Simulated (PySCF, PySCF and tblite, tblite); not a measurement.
# C₅H₁₀ClFSi: telling isomers apart by computed NMR, part 3 of 3

PySCF and tblite. Atoms count from 0.

### 14 Shieldings, isomer B, conformer 1: wB97X-D/6-31G*

What the job is given:

```
{"job": {"xc": "wB97X-D", "basis": "6-31G*", "kind": "nmr", "pop": false}, "charge": 0, "multiplicity": 1}
F      2.684580     0.947824    -1.253174
Si     1.521706     0.819500    -0.185141
C     -0.154892     1.411701    -0.902690
C     -1.343115     0.803426    -0.110859
C     -1.310885    -0.730347    -0.024364
C     -0.177668    -1.268705     0.864025
C      1.182250    -1.015055     0.203210
Cl     2.534627    -1.357798     1.370192
H      1.969326     1.556478     0.969924
H     -0.296816     2.500624    -0.917333
H     -0.262598     1.101217    -1.953602
H     -1.360004     1.216151     0.904443
H     -2.279187     1.099787    -0.597048
H     -1.220420    -1.155197    -1.030203
H     -2.264508    -1.070947     0.391743
H     -0.216340    -0.774272     1.840264
H     -0.323529    -2.341141     1.030431
H      1.308712    -1.736931    -0.611476
```

Standard output:

```text
coarse grid: 15968 points
cycle   1  E = -1045.9986197805  dE =  1.013e+00  |g| = 6.140e-01  |ddm| = 3.675e+00
cycle   2  E = -1046.0042307947  dE = -5.611e-03  |g| = 6.774e-01  |ddm| = 1.069e+00
cycle   3  E = -1046.0801183749  dE = -7.589e-02  |g| = 5.424e-02  |ddm| = 4.974e-01
cycle   4  E = -1046.0807724384  dE = -6.541e-04  |g| = 2.302e-02  |ddm| = 7.936e-02
cycle   5  E = -1046.0809171310  dE = -1.447e-04  |g| = 5.170e-03  |ddm| = 3.186e-02
cycle   6  E = -1046.0809249536  dE = -7.823e-06  |g| = 1.039e-03  |ddm| = 7.495e-03
final grid: 145040 points
cycle   7  E = -1046.0215782363  dE = -1.171e-04  |g| = 8.586e-03  |ddm| = 3.511e-02
cycle   8  E = -1046.0215800981  dE = -1.862e-06  |g| = 8.996e-03  |ddm| = 1.607e-02
cycle   9  E = -1046.0215964961  dE = -1.640e-05  |g| = 6.817e-04  |ddm| = 7.460e-03
cycle  10  E = -1046.0215965953  dE = -9.921e-08  |g| = 3.759e-04  |ddm| = 1.085e-03
cycle  11  E = -1046.0215966278  dE = -3.245e-08  |g| = 6.966e-05  |ddm| = 4.094e-04
cycle  12  E = -1046.0215966290  dE = -1.230e-09  |g| = 1.531e-05  |ddm| = 1.008e-04
cycle  13  E = -1046.0215966291  dE = -8.231e-11  |g| = 6.292e-06  |ddm| = 3.396e-05
converged SCF energy = -1046.0215966291

GIAO shielding tensors (ppm)
atom      isotropic    diamagn.    paramagn.     s11        s22        s33       span
  0 F      384.474     464.960     -80.487    361.735    385.342    406.343     44.607
  1 Si     392.815     877.139    -484.323    360.573    377.467    440.405     79.833
  2 C      177.865     247.850     -69.985    169.124    175.955    188.517     19.393
  3 C      170.208     243.039     -72.831    162.688    163.515    184.422     21.734
  4 C      168.365     243.759     -75.394    164.754    166.193    174.148      9.395
  5 C      158.990     244.349     -85.359    140.858    154.073    182.039     41.180
  6 C      151.496     248.241     -96.745    117.909    156.987    179.593     61.684
  7 Cl     844.753    1144.852    -300.099    690.558    769.076   1074.625    384.067
  8 H       27.063      29.594      -2.531     24.417     25.278     31.494      7.077
  9 H       31.203      28.790       2.413     26.217     29.096     38.296     12.079
 10 H       31.483      30.244       1.240     27.855     29.700     36.895      9.040
 11 H       30.951      30.567       0.384     27.487     29.513     35.853      8.366
 12 H       30.403      29.815       0.588     24.708     29.266     37.234     12.526
 13 H       31.190      31.038       0.152     27.839     29.844     35.889      8.050
 14 H       30.734      29.822       0.912     25.317     29.384     37.501     12.184
 15 H       30.743      30.553       0.190     26.986     31.007     34.235      7.249
 16 H       29.986      29.900       0.086     24.741     29.786     35.433     10.692
 17 H       29.002      29.633      -0.631     24.123     29.616     33.267      9.143
```

Run time: 20 s. Hardware: 1 thread of Arm Neoverse V2, shared host; peak memory 0.87 GiB.

In short: HOMO -9.36 eV, LUMO 2.54 eV; dipole 3.32 D.

### 15 Single-point energy, isomer B, conformer 1: OLYP/def2-SVP

The job, as its differences from that of step 14:

```diff
@@ -1,2 +1,2 @@
-{"job": {"xc": "wB97X-D", "basis": "6-31G*", "kind": "nmr", "pop": false}, "charge": 0, "multiplicity": 1}
+{"job": {"xc": "OLYP", "basis": "def2-SVP", "kind": "sp"}, "charge": 0, "multiplicity": 1}
 F      2.684580     0.947824    -1.253174
```

Standard output:

```text
coarse grid: 15968 points
cycle   1  E = -1045.3344365173  dE =  5.024e-01  |g| = 7.498e-01  |ddm| = 4.366e+00
cycle   2  E = -1045.1091851770  dE =  2.253e-01  |g| = 1.329e+00  |ddm| = 2.545e+00
cycle   3  E = -1045.4560897825  dE = -3.469e-01  |g| = 1.422e-01  |ddm| = 1.692e+00
cycle   4  E = -1045.4603255474  dE = -4.236e-03  |g| = 5.362e-02  |ddm| = 2.430e-01
cycle   5  E = -1045.4608895726  dE = -5.640e-04  |g| = 1.863e-02  |ddm| = 7.354e-02
cycle   6  E = -1045.4609797130  dE = -9.014e-05  |g| = 5.299e-03  |ddm| = 3.569e-02
cycle   7  E = -1045.4609867476  dE = -7.035e-06  |g| = 1.970e-03  |ddm| = 8.764e-03
final grid: 145040 points
cycle   8  E = -1045.5910829838  dE = -4.554e-05  |g| = 1.766e-02  |ddm| = 6.404e-02
cycle   9  E = -1045.5910017641  dE =  8.122e-05  |g| = 2.694e-02  |ddm| = 5.401e-02
cycle  10  E = -1045.5911492266  dE = -1.475e-04  |g| = 3.231e-03  |ddm| = 3.075e-02
cycle  11  E = -1045.5911514909  dE = -2.264e-06  |g| = 6.368e-04  |ddm| = 4.514e-03
cycle  12  E = -1045.5911515809  dE = -9.003e-08  |g| = 1.969e-04  |ddm| = 9.524e-04
cycle  13  E = -1045.5911515923  dE = -1.133e-08  |g| = 3.306e-05  |ddm| = 3.464e-04
cycle  14  E = -1045.5911515925  dE = -2.447e-10  |g| = 1.555e-05  |ddm| = 6.330e-05
converged SCF energy = -1045.5911515925
```

Run time: 19 s. Hardware: 1 thread of Arm Neoverse V2, shared host; peak memory 0.64 GiB.

Key values: HOMO -6.06 eV, LUMO -0.13 eV; dipole 2.81 D.

### 16 Shieldings, isomer B, conformer 2: wB97X-D/6-31G*

What the job is given:

```
{"job": {"xc": "wB97X-D", "basis": "6-31G*", "kind": "nmr", "pop": false}, "charge": 0, "multiplicity": 1}
F     -0.796860    -1.795080    -1.949927
Si    -1.093614    -1.335872    -0.442621
C      0.581678    -1.458045     0.469398
C      1.482517    -0.251846     0.089110
C      0.873841     1.102920     0.473291
C     -0.317773     1.520046    -0.399284
C     -1.481293     0.529245    -0.381769
Cl    -2.090429     0.325055     1.339529
H     -2.172885    -2.201051    -0.049785
H      0.501483    -1.481473     1.563353
H      1.136067    -2.368396     0.202739
H      2.443219    -0.356295     0.604933
H      1.688225    -0.262615    -0.987551
H      1.647052     1.872222     0.378319
H      0.561750     1.078894     1.522639
H     -0.667048     2.503772    -0.065965
H      0.010562     1.620302    -1.440061
H     -2.315252     0.964534    -0.938007
```

Standard output:

```text
coarse grid: 15968 points
cycle   1  E = -1045.9934873264  dE =  1.056e+00  |g| = 6.319e-01  |ddm| = 3.680e+00
cycle   2  E = -1045.9952981798  dE = -1.811e-03  |g| = 7.076e-01  |ddm| = 1.116e+00
cycle   3  E = -1046.0779186637  dE = -8.262e-02  |g| = 5.120e-02  |ddm| = 5.324e-01
cycle   4  E = -1046.0784834839  dE = -5.648e-04  |g| = 2.496e-02  |ddm| = 7.958e-02
cycle   5  E = -1046.0786488458  dE = -1.654e-04  |g| = 4.784e-03  |ddm| = 3.135e-02
cycle   6  E = -1046.0786556877  dE = -6.842e-06  |g| = 1.049e-03  |ddm| = 7.563e-03
final grid: 145040 points
cycle   7  E = -1046.0190732590  dE = -1.140e-04  |g| = 7.952e-03  |ddm| = 3.564e-02
cycle   8  E = -1046.0190765427  dE = -3.284e-06  |g| = 7.984e-03  |ddm| = 1.457e-02
cycle   9  E = -1046.0190888971  dE = -1.235e-05  |g| = 7.215e-04  |ddm| = 6.368e-03
cycle  10  E = -1046.0190890088  dE = -1.116e-07  |g| = 3.746e-04  |ddm| = 1.153e-03
cycle  11  E = -1046.0190890433  dE = -3.450e-08  |g| = 6.408e-05  |ddm| = 4.450e-04
cycle  12  E = -1046.0190890444  dE = -1.167e-09  |g| = 1.714e-05  |ddm| = 9.824e-05
cycle  13  E = -1046.0190890446  dE = -1.532e-10  |g| = 6.114e-06  |ddm| = 4.746e-05
converged SCF energy = -1046.0190890446

GIAO shielding tensors (ppm)
atom      isotropic    diamagn.    paramagn.     s11        s22        s33       span
  0 F      348.089     468.164    -120.075    297.402    356.235    390.629     93.226
  1 Si     426.177     876.929    -450.752    387.871    428.831    461.828     73.957
  2 C      181.158     246.334     -65.176    172.018    183.382    188.074     16.057
  3 C      171.648     242.747     -71.099    165.965    168.140    180.839     14.875
  4 C      172.509     242.820     -70.311    166.349    169.169    182.008     15.659
  5 C      163.032     243.309     -80.277    157.177    162.107    169.811     12.634
  6 C      147.983     249.388    -101.405    109.763    146.574    187.612     77.850
  7 Cl     916.469    1147.476    -231.007    790.405    914.910   1044.092    253.687
  8 H       27.402      28.552      -1.150     22.301     26.588     33.316     11.014
  9 H       31.308      29.393       1.916     28.233     29.376     36.316      8.083
 10 H       31.397      28.448       2.949     26.639     28.800     38.752     12.113
 11 H       30.455      29.652       0.804     24.656     29.191     37.518     12.862
 12 H       30.678      30.440       0.238     27.209     29.166     35.657      8.448
 13 H       30.924      29.649       1.275     25.356     29.364     38.050     12.694
 14 H       30.429      30.062       0.367     27.112     30.355     33.820      6.708
 15 H       30.156      29.635       0.522     25.114     28.725     36.630     11.516
 16 H       30.404      30.055       0.348     26.769     28.099     36.343      9.574
 17 H       28.543      28.763      -0.221     23.040     27.395     35.193     12.154
```

It took 20 s on 1 thread of Arm Neoverse V2, shared host; peak memory 0.87 GiB.

This run: HOMO -9.70 eV, LUMO 2.35 eV; dipole 1.57 D.

### 17 Single-point energy, isomer B, conformer 2: OLYP/def2-SVP

The job, as its differences from that of step 16:

```diff
@@ -1,2 +1,2 @@
-{"job": {"xc": "wB97X-D", "basis": "6-31G*", "kind": "nmr", "pop": false}, "charge": 0, "multiplicity": 1}
+{"job": {"xc": "OLYP", "basis": "def2-SVP", "kind": "sp"}, "charge": 0, "multiplicity": 1}
 F     -0.796860    -1.795080    -1.949927
```

Standard output:

```text
coarse grid: 15968 points
cycle   1  E = -1045.3316041826  dE =  5.282e-01  |g| = 7.620e-01  |ddm| = 4.381e+00
cycle   2  E = -1045.0622296036  dE =  2.694e-01  |g| = 1.412e+00  |ddm| = 2.736e+00
cycle   3  E = -1045.4556790919  dE = -3.934e-01  |g| = 1.449e-01  |ddm| = 1.922e+00
cycle   4  E = -1045.4601148550  dE = -4.436e-03  |g| = 6.149e-02  |ddm| = 2.621e-01
cycle   5  E = -1045.4609208728  dE = -8.060e-04  |g| = 1.646e-02  |ddm| = 8.371e-02
cycle   6  E = -1045.4609892993  dE = -6.843e-05  |g| = 4.750e-03  |ddm| = 3.077e-02
cycle   7  E = -1045.4609951745  dE = -5.875e-06  |g| = 1.525e-03  |ddm| = 8.725e-03
final grid: 145040 points
cycle   8  E = -1045.5896732841  dE = -5.006e-05  |g| = 1.814e-02  |ddm| = 6.933e-02
cycle   9  E = -1045.5895808191  dE =  9.247e-05  |g| = 2.795e-02  |ddm| = 5.571e-02
cycle  10  E = -1045.5897438219  dE = -1.630e-04  |g| = 3.039e-03  |ddm| = 3.304e-02
cycle  11  E = -1045.5897458743  dE = -2.052e-06  |g| = 6.708e-04  |ddm| = 4.529e-03
cycle  12  E = -1045.5897459795  dE = -1.052e-07  |g| = 1.676e-04  |ddm| = 1.007e-03
cycle  13  E = -1045.5897459870  dE = -7.521e-09  |g| = 4.645e-05  |ddm| = 3.126e-04
cycle  14  E = -1045.5897459876  dE = -5.821e-10  |g| = 1.594e-05  |ddm| = 8.680e-05
converged SCF energy = -1045.5897459876
```

It took 19 s on 1 thread of Arm Neoverse V2, shared host; peak memory 0.65 GiB.

This run: HOMO -6.42 eV, LUMO -0.27 eV; dipole 1.48 D.

### 18 The ensemble, isomer B: properties at wB97X-D/6-31G*

What the job is given:

```
{"job": {"study": "conf", "smiles": "F[Si@H]1CCCC[C@@H]1Cl", "search": {"seed": 4497, "n_embed": 60, "ff_keep": 14, "window": 2.5, "nmax": 6, "temps": [250, 298.15, 350], "t_ref": 298.15, "order": 0.001}, "level": {"nmr": {"xc": "wB97X-D", "basis": "6-31G*"}, "sp": {"xc": "OLYP", "basis": "def2-SVP"}, "alter": {"geometry": "GFN1-xTB"}, "change": "wB97X-D/6-31G*; energies OLYP/def2-SVP; GFN1-xTB geometries"}, "kind": "conf"}, "charge": 0, "multiplicity": 1}
F     -0.796860    -1.795080    -1.949927
Si    -1.093614    -1.335872    -0.442621
C      0.581678    -1.458045     0.469398
C      1.482517    -0.251846     0.089110
C      0.873841     1.102920     0.473291
C     -0.317773     1.520046    -0.399284
C     -1.481293     0.529245    -0.381769
Cl    -2.090429     0.325055     1.339529
H     -2.172885    -2.201051    -0.049785
H      0.501483    -1.481473     1.563353
H      1.136067    -2.368396     0.202739
H      2.443219    -0.356295     0.604933
H      1.688225    -0.262615    -0.987551
H      1.647052     1.872222     0.378319
H      0.561750     1.078894     1.522639
H     -0.667048     2.503772    -0.065965
H      0.010562     1.620302    -1.440061
H     -2.315252     0.964534    -0.938007
```

Standard output:

```text
conformer  sym    E(xTB)   E(DFT)   G(298.15 K)  weight  dipole/D
    1     C1      0.028    1.198    1.147   0.1262    2.805
    2     C1      0.000    0.000    0.000   0.8739    1.477

mean shielding (ppm) by class
class atoms           250 K   298.15 K      350 K
  0 F  0             351.26    352.679    354.126
  1 Si 1            423.269    421.968    420.641
  2 C  2            180.871    180.743    180.612
  3 C  3            171.522    171.466    171.409
  4 C  4            172.147    171.986    171.821
  5 C  5             162.68    162.522    162.361
  6 C  6             148.29    148.426    148.566
  7 Cl 7            910.217    907.422     904.57
  8 H  8             27.372     27.359     27.346
  9 H  9             31.299     31.295     31.291
 10 H  10            31.405     31.408     31.411
 11 H  11            30.499     30.518     30.538
 12 H  12            30.654     30.643     30.632
 13 H  13            30.947     30.957     30.968
 14 H  14            30.456     30.468      30.48
 15 H  15            30.208      30.23     30.254
 16 H  16            30.367     30.351     30.335
 17 H  17            28.583     28.601     28.619
```

It took 79 s on 1 thread of Arm Neoverse V2, shared host. This counts the runs that the step sums up.

Against the first level, at 298 K (shieldings, ppm; largest changes first):

```csv
atoms,mPW1PW91/pcSseg-1 in acetone,wB97X-D/6-31G*,change
Si1,339.6,422.0,+82.4
F0,377.0,352.7,-24.3
Cl7,892,907,+15
C5,148.7,162.5,+13.8
C6,135.5,148.4,+12.9
C3,159.8,171.5,+11.7
C4,160.5,172.0,+11.4
C2,172.0,180.7,+8.7
H10,30.57,31.41,+0.84
H17,27.77,28.60,+0.83
```

Weights: from B3LYP/def2-SVP in acetone energies 1: 6 %, 2: 94 %; from OLYP/def2-SVP energies 1: 13 %, 2: 87 % (with a dispersion term where the level has one and the same thermal terms, so they don't follow from the SCF energies alone). Times: 74 s and 79 s.

### 19 The test of assignment

What the job is given:

```
{"job": {"study": "set", "relation": "diastereomers", "members": [{"smiles": "[F:1][Si@@H:2]1[CH2:3][CH2:4][CH2:5][CH2:6][C@@H:7]1[Cl:8]"}, {"smiles": "[F:1][Si@H:2]1[CH2:3][CH2:4][CH2:5][CH2:6][C@@H:7]1[Cl:8]"}], "charge": 0, "search": {"seed": 4497, "n_embed": 60, "ff_keep": 14, "window": 2.5, "nmax": 6, "temps": [250, 298.15, 350], "t_ref": 298.15, "order": 0.001}, "level": {"nmr": {"xc": "mPW1PW91", "basis": "pcSseg-1", "solvent": "acetone"}, "sp": {"xc": "B3LYP", "basis": "def2-SVP", "solvent": "acetone"}}, "dp4": {"C": [1.5, 10], "H": [0.2, 10]}, "second_levels": [{"nmr": {"xc": "wB97X-D", "basis": "6-31G*"}, "wide": true, "sp": {"xc": "OLYP", "basis": "def2-SVP"}, "alter": {"geometry": "GFN1-xTB"}, "change": "wB97X-D/6-31G*; energies OLYP/def2-SVP; GFN1-xTB geometries"}], "kind": "set"}, "charge": 0, "multiplicity": 1}
F      1.320624     2.700397     0.845884
Si     0.784783     1.529874    -0.125535
C     -1.067626     1.237151     0.094079
C     -1.465493    -0.114555    -0.504929
C     -0.699319    -1.279942     0.117878
C      0.788338    -1.300936    -0.232196
C      1.568050    -0.139118     0.368015
Cl     1.553798    -0.271144     2.163984
H      1.214290     1.934951    -1.458072
H     -1.319745     1.240686     1.157019
H     -1.659520     2.027614    -0.368208
H     -1.289479    -0.102399    -1.583263
H     -2.534998    -0.276314    -0.348951
H     -0.805396    -1.242547     1.203596
H     -1.144648    -2.216500    -0.225785
H      0.909115    -1.254475    -1.318077
H      1.218502    -2.244614     0.112632
H      2.619966    -0.221812     0.090270
```

Standard output:

```text
isomer  G rel   conformers  SMILES
A     0.816      2   F[Si@@H]1CCCC[C@@H]1Cl
B     0.000      2   F[Si@H]1CCCC[C@@H]1Cl

signals of isomer B at the second level: probabilities [0.75831, 0.24169]
```

It took 3.8 min on 1 thread of Arm Neoverse V2, shared host; peak memory 1.1 GiB. This counts the whole study up to here.

The 2 candidates (diastereomers), with energies and dipoles from their ensembles above, at 298 K; shieldings at mPW1PW91/pcSseg-1 in acetone:

```csv
isomer,SMILES,conformers,ΔE,ΔG,μ rms (D)
A,F[Si@@H]1CCCC[C@@H]1Cl,2,0.99,0.82,3.83
B,F[Si@H]1CCCC[C@@H]1Cl,2,0.00,0.00,1.76
```

Energies in kcal/mol.

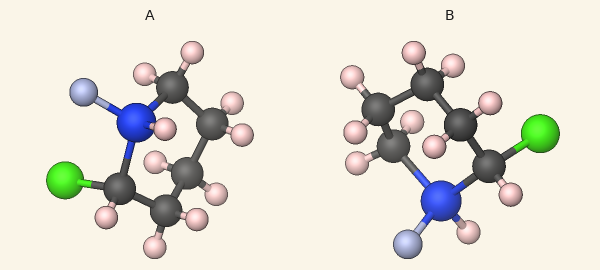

The leading conformer of each candidate.

The signals of isomer B, computed at a second level (wB97X-D/6-31G* on GFN1-xTB geometries), stand in for a spectrum. The test takes 5 C values, 9 H values (hydrogens on carbon alone). Each candidate's shieldings are matched to them by assigned atoms (like hydrogens of one group may swap) by a straight-line fit, or by a shift alone where signals are few or close (slope 1; a small slope inflates the errors), and the errors are weighed by Student-t tails (C: width 1.5 ppm, H: width 0.2 ppm).

```csv
candidate,C slope,C mean error,C largest,H slope,H mean error,H largest,P(C),P(H),P(all)
A,1.15,0.8,1.2,0.98,0.08,0.19,56.1,71.1,75.8
B,1.12,0.9,1.4,1.06,0.10,0.24,43.9,28.9,24.2
```

Errors in ppm, probabilities in per cent.

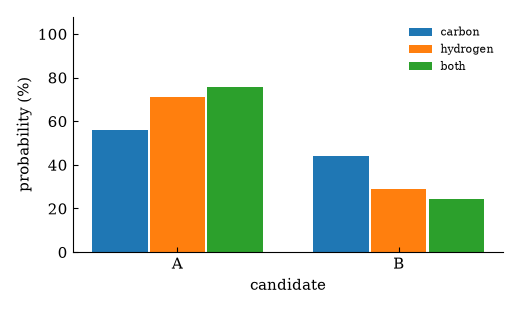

Probabilities for the signals of isomer B.

### 20 Summary of results

What follows sums up all 3 parts.

| quantity | value |
| --- | --- |
| conformers, isomer A | 2; the first in weight is no. 1 (C1), 57 % at 298 K |
| root-mean-square dipole, isomer A | 3.83 D |
| averaged ¹³C shifts, isomer A (mPW1PW91/pcSseg-1 in acetone) | 53.6, 39.0, 28.6, 27.0, 16.4 ppm |
| averaged ¹H shifts, isomer A (mPW1PW91/pcSseg-1 in acetone) | 5.08, 3.82, 2.11, 2.09, 1.88, 1.81, 1.61, 1.38, 1.29, 1.03 ppm |
| averaged ²⁹Si shifts, isomer A (mPW1PW91/pcSseg-1 in acetone) | 8.7 ppm |
| conformers, isomer B | 2; the first in weight is no. 2 (C1), 94 % at 298 K |
| root-mean-square dipole, isomer B | 1.76 D |
| averaged ¹³C shifts, isomer B (mPW1PW91/pcSseg-1 in acetone) | 51.4, 38.2, 27.2, 26.4, 15.0 ppm |
| averaged ¹H shifts, isomer B (mPW1PW91/pcSseg-1 in acetone) | 4.88, 3.97, 2.25, 2.16, 2.03, 1.71, 1.58, 1.54, 1.17, 0.96 ppm |
| averaged ²⁹Si shifts, isomer B (mPW1PW91/pcSseg-1 in acetone) | 8.1 ppm |
| lowest in free energy | isomer B |
| signals of B (wB97X-D/6-31G* on GFN1-xTB geometries) | best fit A, 76 % |

Conformer 1 leads for isomer A with 57 % at 298 K, and its share goes from 59 % at 250 K to 55 % at 350 K. Among conformers of isomer A over 5 %, H11 differs by 0.79 ppm, while the average moves by 0.03 ppm from 250 to 350 K. Conformer 2 leads for isomer B with 94 % at 298 K, and its share goes from 96 % at 250 K to 91 % at 350 K. Among conformers of isomer B over 5 %, H11 differs by 0.81 ppm, while the average moves by 0.05 ppm from 250 to 350 K. Going from mPW1PW91/pcSseg-1 in acetone to wB97X-D/6-31G* moves Si1 of isomer B most, by 82.4 ppm of raw shielding (the geometries differ too); the energies behind both averages, dispersion terms included where typed, rank the same conformer first. The test prefers A (76 %) although the signals are those of B, which is no clear verdict. The stand-in spectrum is computed, so it shares conformers and some errors with the candidates; a measured one would test harder.
